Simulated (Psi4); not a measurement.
# InF (SMILES [F][In]): BHandH/def2-TZVPD (density fitting, core potential)

What is the energy change on altering one bond length of InF at BHandH/def2-TZVPD (density fitting, core potential)? 

Program for the calculation: Psi4 1.11.

4 further runs of the same task are left out: 1 that didn't finish, 3 set aside as unsound or not needed.

## 1. The structure to begin with

InF: 2 atoms, total charge 0, spin state singlet. As SMILES, `[F][In]`. The shape comes from GFN2-xTB, which is rough for such elements, and wasn't checked as a minimum.

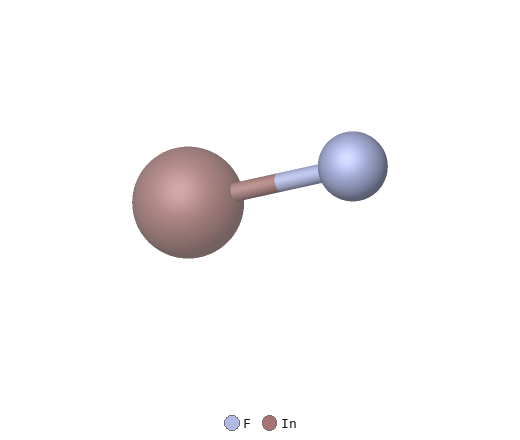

The structure, seen from a chosen angle (fluorine light blue, indium brown).

## 2. The polarisability at BHandH/def2-TZVPD (density fitting, core potential)

job.in reads:

```
memory 1.6 GB

molecule {
  F
  In 1 R2

  R2 = 2.02549
  units angstrom
  symmetry c1
  no_reorient
  no_com
}

set reference rks

e_tot, wfn = properties('bhandh/def2-TZVPD', properties=['dipole_polarizabilities'], return_wfn=True)
```

Launch:

```sh
$ psi4 -n 1 job.in job.out
```

job.out:

```text
[...]
    !!!  WARNING: ECP capability is in beta. Please check occupations closely.  !!!
[...]
  Running in c1 symmetry.
[...]
  Nuclear repulsion =   49.377924757283424
[...]
  Multiplicity = 1
[...]
  Nalpha       = 15
  Nbeta        = 15
[...]
    Number of basis functions: 96
[...]
   @DF-RKS iter   1:  -288.88253858464702   -1.07797e+00   7.09046e-03 ADIIS/DIIS
[...]
   @DF-RKS iter   8:  -289.05473982653263   -5.53175e-08   8.94973e-07 DIIS
[...]
    Orbital Energies [Eh]
    ---------------------
    Doubly Occupied:
       1A    -25.085575     2A     -4.935476     3A     -3.285546
       4A     -3.285546     5A     -3.277078     6A     -1.205647
       7A     -0.867060     8A     -0.867060     9A     -0.860107
      10A     -0.860107    11A     -0.856654    12A     -0.467277
      13A     -0.412972    14A     -0.412972    15A     -0.314795
[...]
  @DF-RKS Final Energy:  -289.05473982653263
   => Energetics <=
    Nuclear Repulsion Energy =             49.3779247572834237
    One-Electron Energy =                -573.9090614557394474
    Two-Electron Energy =                 248.7125826613455502
    DFT Exchange-Correlation Energy =     -13.2361857894220929
    Empirical Dispersion Energy =           0.0000000000000000
    VV10 Nonlocal Energy =                  0.0000000000000000
    Total Energy =                       -289.0547398265326251
[...]
 Multipole Moments:
 ------------------------------------------------------------------------------------
     Multipole            Electronic (a.u.)      Nuclear  (a.u.)        Total (a.u.)
 ------------------------------------------------------------------------------------
 L = 1.  Multiply by 2.5417464519 to convert [e a0] to [Debye]
 Dipole X            :         -0.0000002            0.0000000           -0.0000002
 Dipole Y            :          0.0000008            0.0000000            0.0000008
 Dipole Z            :         19.5992625          -18.1564068            1.4428557
 Magnitude           :                                                    1.4428557
[...]
```

Run time: 4.8 s. Hardware: 1 thread of Intel Xeon 6975P-C (Granite Rapids), shared host; peak memory 0.33 GiB.

## 3. The distorted shape, same level

fin.xyz reads:

```xyz
2
FIn
F      0.000000     0.000000     0.202590
In     0.000000     0.000000     2.025490
```

job.py reads:

```python
import psi4

psi4.set_memory('1600 MB')
psi4.set_num_threads(1)
psi4.set_output_file('psi4.out', False)

with open('fin.xyz') as f:
    atoms = ''.join(f.readlines()[2:])
m = psi4.geometry('0 1\n' + atoms + 'symmetry c1\nno_reorient\nno_com')

psi4.set_options({
    'reference': 'rks',
})

E = psi4.properties('bhandh/def2-TZVPD', properties=['dipole_polarizabilities'], molecule=m)
print(f'bhandh/def2-TZVPD energy: {E:.10f} Eh')
```

Launch:

```sh
$ python job.py
```

psi4.out:

```text
[...]
    !!!  WARNING: ECP capability is in beta. Please check occupations closely.  !!!
[...]
  Running in c1 symmetry.
[...]
  Nuclear repulsion =   54.865594830561193
[...]
  Multiplicity = 1
[...]
  Nalpha       = 15
  Nbeta        = 15
[...]
    Number of basis functions: 96
[...]
   @DF-RKS iter   1:  -288.87053878164159   -9.75144e-01   7.26704e-03 DIIS/ADIIS
[...]
   @DF-RKS iter   8:  -289.04790544055714   -2.50049e-08   6.51549e-07 DIIS
[...]
    Orbital Energies [Eh]
    ---------------------
    Doubly Occupied:
       1A    -25.114481     2A     -4.920622     3A     -3.271239
       4A     -3.271239     5A     -3.263027     6A     -1.261442
       7A     -0.853641     8A     -0.853641     9A     -0.849424
      10A     -0.849424    11A     -0.845013    12A     -0.499425
      13A     -0.451874    14A     -0.451874    15A     -0.298267
[...]
  @DF-RKS Final Energy:  -289.04790544055714
   => Energetics <=
    Nuclear Repulsion Energy =             54.8655948305611929
    One-Electron Energy =                -584.7258814977144539
    Two-Electron Energy =                 254.0795946097853175
    DFT Exchange-Correlation Energy =     -13.2672133831892420
    Empirical Dispersion Energy =           0.0000000000000000
    VV10 Nonlocal Energy =                  0.0000000000000000
    Total Energy =                       -289.0479054405571446
[...]
 Multipole Moments:
 ------------------------------------------------------------------------------------
     Multipole            Electronic (a.u.)      Nuclear  (a.u.)        Total (a.u.)
 ------------------------------------------------------------------------------------
 L = 1.  Multiply by 2.5417464519 to convert [e a0] to [Debye]
 Dipole X            :          0.0000004            0.0000000            0.0000004
 Dipole Y            :         -0.0000000            0.0000000           -0.0000000
 Dipole Z            :        -82.9552111           83.8256053            0.8703942
 Magnitude           :                                                    0.8703942
[...]
```

The script printed:

```text
bhandh/def2-TZVPD energy: -289.0479054406 Eh
```

It took 4.8 s on 1 thread of Intel Xeon 6975P-C (Granite Rapids), shared host; peak memory 0.33 GiB.

## 4. Summary of results

At BHandH/def2-TZVPD (density fitting, core potential):

```
                                                          quantity          value
                                         first shape: total energy  -289.05474 Eh
                                        first shape: dipole moment         3.67 D
                                          first shape: HOMO energy       -8.57 eV
                                          first shape: LUMO energy       -1.05 eV
                                        first shape: HOMO–LUMO gap        7.51 eV
                           first shape: mean static polarisability     40.1 bohr³
                                     distorted shape: total energy  -289.04791 Eh
                                    distorted shape: dipole moment         2.21 D
                                      distorted shape: HOMO energy       -8.12 eV
                                      distorted shape: LUMO energy       -0.79 eV
                                    distorted shape: HOMO–LUMO gap        7.32 eV
                       distorted shape: mean static polarisability     40.7 bohr³
energy change with the F1–In2 bond shortened from 2.025 to 1.823 Å       0.186 eV
```

In words: With the F1–In2 bond shortened from 2.025 to 1.823 Å the energy rises by 0.19 eV (17.9 kJ/mol). The first shape isn't relaxed at this level, so the change isn't measured from a minimum.
